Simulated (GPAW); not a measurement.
# Near-edge structure at the O K edge of Ag2PdO2 (Immm)

What does one-electron theory with a core hole give for the O K edge of Ag2PdO2 (Immm)?

Main program and level: GPAW 26.7.0; X-ray absorption from dipole matrix elements to empty bands, plane-wave PAW LDA.

**1. The structure**

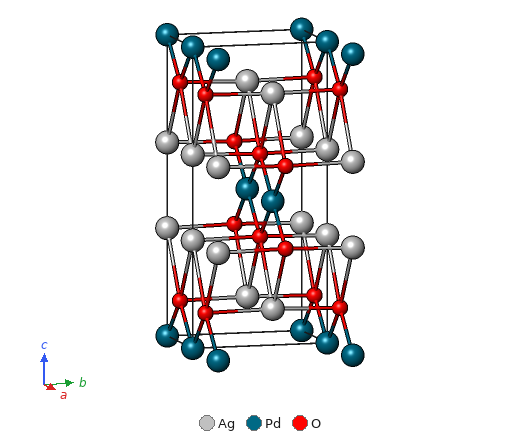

Start, viewed slightly off an axis; silver light grey, palladium blue, oxygen red. 2×1×1 cells are drawn. This picture shows the conventional cell, with its axes. Some periodic images of atoms are drawn too.

**2. Ground state of the crystal**

A plain self-consistent run shows whether there is a gap, which decides the set-up of the core-hole run.

Contents of scf.py:

```python
import numpy as np
from ase import Atoms
from ase.parallel import parprint, paropen
from gpaw import GPAW, PW, FermiDirac, Mixer, MixerDif, setup_paths
from gpaw.test import gen
setup_paths.insert(0, '.')
gen('O', name='nch1s', xcname='LDA', corehole=(1, 0, 0), write_xml=True)
from gpaw.mpi import world
world.barrier()

atoms = Atoms('Ag2PdO2',
    cell=[[-1.504015, 2.277615, 4.94885],
     [1.504015, -2.277615, 4.94885],
     [1.504015, 2.277615, -4.94885]],
    scaled_positions=[[0.64242, 0.64242, 0],
     [0.35758, 0.35758, 0],
     [0, 0, 0],
     [0.1373, 0.6373, 0.5],
     [0.8627, 0.3627, 0.5]],
    pbc=True)
atoms.calc = calc = GPAW(legacy_gpaw=True, mode=PW(500), xc='LDA', setups={3: 'nch1s'},
    kpts={'size': (10, 10, 10), 'gamma': True}, occupations=FermiDirac(0.05),
    charge=0, mixer=Mixer(0.1, 5, 50), maxiter=150,
    convergence={'density': 0.0001}, txt='scf.txt')
energy = atoms.get_potential_energy() + calc.get_reference_energy()
ef = calc.get_fermi_level()
out = dict(energy=energy, fermi=ef, forces=atoms.get_forces().tolist())
parprint(f'all-electron energy {energy:.4f} eV, Fermi level {ef:.4f} eV')
ev = np.array([[calc.get_eigenvalues(k, s) for k in range(len(calc.get_ibz_k_points()))] for s in range(calc.get_number_of_spins())])
out['homo'], out['lumo'], out['counts'] = ev[ev < ef].max(), ev[ev > ef].min(), sorted(set((ev < ef).sum((0, 2)).tolist()))
out['filled'] = (ev[:, 0] < ef).sum(1).tolist()
import json
with paropen('out.json', 'w') as f:
    json.dump(out, f)
```

The run is started by

```
> OMP_NUM_THREADS=1 mpirun -n 4 gpaw python scf.py
```

Numbers of over 12 decimals in the logs are rounded to 6 here.

The program printed:

```text
Input parameters:
  convergence: {density: 0.0001}
  kpts: {gamma: True,
         size: (10, 10, 10)}
  maxiter: 150
  mixer: {backend: pulay,
          beta: 0.1,
          method: separate,
          nmaxold: 5,
          weight: 50}
  mode: {ecut: 500.0,
         name: pw}
  occupations: {fixmagmom: False,
                name: fermi-dirac,
                width: 0.05}
  setups: {3: nch1s}

Initialize ...

[... PAW data sets ...]

Reference energy: -430082.958741  # eV

Spin-paired calculation

[... convergence settings ...]
Symmetries present (total): 4
  [... symmetry matrices ...]

1000 k-points: 10 x 10 x 10 Monkhorst-Pack grid + [1/20,1/20,1/20]
171 k-points in the irreducible part of the Brillouin zone
       k-points in crystal coordinates                weights
   0:     0.00000000    0.00000000    0.00000000          1/1000
   1:     0.10000000   -0.10000000   -0.10000000          2/1000
   2:     0.10000000   -0.10000000    0.00000000          4/1000
   3:     0.10000000   -0.10000000    0.10000000          2/1000
   4:     0.10000000    0.00000000   -0.10000000          4/1000
   5:     0.10000000    0.00000000    0.00000000          4/1000
   6:     0.10000000    0.10000000   -0.10000000          2/1000
   7:     0.20000000   -0.20000000   -0.20000000          2/1000
   8:     0.20000000   -0.20000000   -0.10000000          4/1000
   9:     0.20000000   -0.20000000    0.00000000          4/1000
          ...
 170:     0.50000000    0.50000000    0.50000000          1/1000

Wave functions: Plane wave expansion
  Cutoff energy: 500.000 eV
  Number of coefficients (min, max): 1696, 1742
  Pulay-stress correction: 0.000000 eV/Ang^3 (de/decut=0.000000)
  Using FFTW library
  Wavefunction extrapolation:
    Improved wavefunction reuse through dual PAW basis

Occupation numbers: Fermi-Dirac:
  width: 0.0500  # eV

Eigensolver
   Davidson(niter=2)

Densities:
  Coarse grid: 30*30*30 grid
  Fine grid: 60*60*60 grid
  Total Charge: 0.000000

Density mixing:
  Method: separate
  Backend: pulay
  Linear mixing parameter: 0.1
  old densities: 5
  Width of damping distribution: 1.1
  Damping of long wavelength oscillations: 50

[... Hamiltonian set-up ...]
Number of atoms: 5
Number of atomic orbitals: 44
Number of bands in calculation: 42
Number of valence electrons: 62
Bands to converge: occupied

... initialized

Initializing position-dependent things.

Density initialized from atomic densities
Creating initial wave functions:
  42 bands from LCAO basis set

       Ag

         O

       Ag

           O
       Pd

Atomic positions and initial magnetic moments

Positions:
   0 Ag    -0.000000   -0.000000    6.358480    ( 0.0000,  0.0000,  0.0000)
   1 Ag     0.000000   -0.000000    3.539220    ( 0.0000,  0.0000,  0.0000)
   2 Pd     0.000000    0.000000    0.000000    ( 0.0000,  0.0000,  0.0000)
   3 O      1.504015    0.000000    1.358954    ( 0.0000,  0.0000,  0.0000)
   4 O      0.000000    2.277615    3.589896    ( 0.0000,  0.0000,  0.0000)

Unit cell:
           periodic     x           y           z      points  spacing
  1. axis:    yes   -1.504015    2.277615    4.948850    30     0.1379
  2. axis:    yes    1.504015   -2.277615    4.948850    30     0.0959
  3. axis:    yes    1.504015    2.277615   -4.948850    30     0.0837

  Lengths:   5.651611   5.651611   5.651611
  Angles:  149.132798 132.467936  57.755303

Effective grid spacing dv^(1/3) = 0.1359

iter:   1   -32.238249
iter:   2   -26.635604   -1.06  -1.24
iter:   3   -25.280282   -1.36  -1.44
iter:   4   -25.087611   -2.18  -1.65
iter:   5   -24.996213   -2.40  -1.81
iter:   6   -24.941419   -2.47  -2.17
iter:   7   -24.932845   -3.47  -2.61
iter:   8   -24.927826c  -3.83  -2.75
iter:   9   -24.927345c  -4.74  -3.18
iter:  10   -24.927329c  -5.55  -3.30
iter:  11   -24.927245c  -5.54  -3.40
iter:  12   -24.927239c  -6.39  -3.81
iter:  13   -24.927233c  -6.60  -3.95
iter:  14   -24.927233c  -7.24  -4.39c
iter:  15   -24.927233c  -7.51c -4.50c

Converged after 15 iterations.

Dipole moment: (0.000000, -0.000000, -0.000000) |e|*Ang

Energy contributions relative to reference atoms: (reference = -430082.958741)

Kinetic:         +8.538882
Potential:      -13.821029
External:        +0.000000
XC:             -19.484881
Entropy (-ST):   -0.003843
Local:           -0.158284
SIC:             +0.000000
--------------------------
Free energy:    -24.929154
Extrapolated:   -24.927233

Showing only first 2 kpts
 Kpt  Band  Eigenvalues  Occupancy
  0    29      4.85729    2.00000
  0    30      5.89284    2.00000
  0    31      6.56737    1.85170
  0    32      8.54290    0.00000

  1    29      5.31881    2.00000
  1    30      5.56029    2.00000
  1    31      7.37377    0.00000
  1    32      7.96068    0.00000

Fermi level: 6.69360

No gap
No difference between direct/indirect transitions

Forces in eV/Ang:
  0 Ag    0.00000    0.00000   -0.16441
  1 Ag    0.00000    0.00000    0.16441
  2 Pd    0.00000    0.00000   -0.00000
  3 O     0.00000    0.00000    0.01654
  4 O     0.00000    0.00000   -0.01654
Scalar-relativistic atomic LDA calculation for O (Oxygen, Z=8)
Core hole in 1s state (1s occupation: 2.0)
300 radial gridpoints.
|------------------------------------------------|
|------------------------------------------------|
[... the atom generator's iteration count ...]

Energy contributions:
-------------------------
Kinetic:      +74.266897
XC:            -7.772280
Potential:   -141.018865
-------------------------
Total:        -74.524248

state      eigenvalue         ekin         rmax
-----------------------------------------------
1s^2.0 :   -18.772897    28.821965        0.130
2s^2.0 :    -0.872866     3.204810        0.874
2p^4.0 :    -0.337925     2.553337        0.813
-----------------------------------------------
(units: Bohr and Hartree)

Generating PAW setup
Kinetic energy of the core from tauc = 57.689706
Cutoffs:
rc(s)=1.300
rc(p)=1.130
rc(d)=1.170
rc(vbar)=1.300
rc(comp)=1.260
rc(nct)=1.300

Kinetic energy of the core states: 57.643930
Charge: 0.0
Core electrons: 2.0
Valence electrons: 6.0
Pseudo-core charge: 0.000776
Shape function alpha=6.299
Pseudo-electron charge 5.666261
state    eigenvalue         norm
--------------------------------
2s(2) :    -0.872866     1.079797
*s    :     0.127134
2p(4) :    -0.337925     0.876472
*p    :     0.662075
*d    :     0.000000
--------------------------------

Diagonalizing with gridspacing h=0.050

state   all-electron     PAW
-------------------------------
2s:      -0.872866    -0.873954
2p:      -0.337925    -0.341740
*d:                    0.050276
*f:                    0.077289
-------------------------------
all-electron energy -430107.8860 eV, Fermi level 6.6936 eV
```

It took 1.8 min on 4 MPI ranks of Arm Neoverse V2, shared host; peak memory 0.3 GiB.

The mesh shows no gap, so the system is treated as a metal and the core electron is put at the Fermi level (neutral cell).

**3. Supercell without a hole, the energy reference**

The photon energy needs a difference of total energies, so the cell and mesh of the coming hole run are first run without a hole.

scf.py: that of step 2 with these lines changed.

```diff
@@ -10,14 +10,34 @@
 
-atoms = Atoms('Ag2PdO2',
-    cell=[[-1.504015, 2.277615, 4.94885],
-     [1.504015, -2.277615, 4.94885],
-     [1.504015, 2.277615, -4.94885]],
-    scaled_positions=[[0.64242, 0.64242, 0],
-     [0.35758, 0.35758, 0],
+atoms = Atoms('Ag10Pd5O10',
+    cell=[[4.512045, -2.277615, -4.94885],
+     [-4.512045, 2.277615, -4.94885],
+     [6.01606, 4.55523, 0]],
+    scaled_positions=[[0.35758, 0.35758, 0],
+     [0.55758, 0.15758, 0.2],
+     [0.75758, 0.95758, 0.4],
+     [0.95758, 0.75758, 0.6],
+     [0.15758, 0.55758, 0.8],
+     [0.64242, 0.64242, 0],
+     [0.84242, 0.44242, 0.2],
+     [0.04242, 0.24242, 0.4],
+     [0.24242, 0.04242, 0.6],
+     [0.44242, 0.84242, 0.8],
      [0, 0, 0],
-     [0.1373, 0.6373, 0.5],
-     [0.8627, 0.3627, 0.5]],
+     [0.2, 0.8, 0.2],
+     [0.4, 0.6, 0.4],
+     [0.6, 0.4, 0.6],
+     [0.8, 0.2, 0.8],
+     [0.9627, 0.7627, 0.1],
+     [0.1627, 0.5627, 0.3],
+     [0.3627, 0.3627, 0.5],
+     [0.5627, 0.1627, 0.7],
+     [0.7627, 0.9627, 0.9],
+     [0.4373, 0.8373, 0.3],
+     [0.6373, 0.6373, 0.5],
+     [0.8373, 0.4373, 0.7],
+     [0.0373, 0.2373, 0.9],
+     [0.2373, 0.0373, 0.1]],
     pbc=True)
-atoms.calc = calc = GPAW(legacy_gpaw=True, mode=PW(500), xc='LDA', setups={3: 'nch1s'},
-    kpts={'size': (10, 10, 10), 'gamma': True}, occupations=FermiDirac(0.05),
+atoms.calc = calc = GPAW(legacy_gpaw=True, mode=PW(500), xc='LDA', setups={15: 'nch1s'},
+    kpts={'size': (3, 3, 3), 'gamma': True}, occupations=FermiDirac(0.1),
     charge=0, mixer=Mixer(0.1, 5, 50), maxiter=150,
```

The program printed:

```text
Input parameters:
  convergence: {density: 0.0001}
  kpts: {gamma: True,
         size: (3, 3, 3)}
  maxiter: 150
  mixer: {backend: pulay,
          beta: 0.1,
          method: separate,
          nmaxold: 5,
          weight: 50}
  mode: {ecut: 500.0,
         name: pw}
  occupations: {fixmagmom: False,
                name: fermi-dirac,
                width: 0.1}
  setups: {15: nch1s}

Initialize ...

[...]
2s(2) :    -0.872866     1.079797
*s    :     0.127134
2p(4) :    -0.337925     0.876472
*p    :     0.662075
*d    :     0.000000
--------------------------------

Diagonalizing with gridspacing h=0.050

state   all-electron     PAW
-------------------------------
2s:      -0.872866    -0.873954
2p:      -0.337925    -0.341740
*d:                    0.050276
*f:                    0.077289
-------------------------------
all-electron energy -2150539.4335 eV, Fermi level 6.7255 eV
[key lines of the parts left out:]
Converged after 16 iterations.
Dipole moment: (-0.000000, -0.000000, 0.000000) |e|*Ang
Free energy:   -124.689007
Fermi level: 6.72545
```

Wall time 5 min (4 MPI ranks); peak memory 0.62 GiB; 20 min of CPU time.

Reference energy: -2150539.433 eV with the cores included.

[end of part 1 of 2]

[Banner, clock and machine lines of the logs are left out without a mark of their own.]

[Logs are printed without paths, hosts, clocks, repeated set-up lines and the standing remarks that a program may print on its own settings, such as how far it seeks lower states.]

[Hosts, paths, dates, database ids (printed as entryN), source tags and the programs' standing remarks are cut or masked in the printed files.]

[Lists of maxima count a maximum above −3 eV only where it reaches 4 % of the highest in the window and stands out from its surroundings by 2 % of it (1.5 % where it reaches 55 %); shoulders and weaker maxima are passed over, and of the rest the first, up to two pre-edge ones and the few strongest are named.]
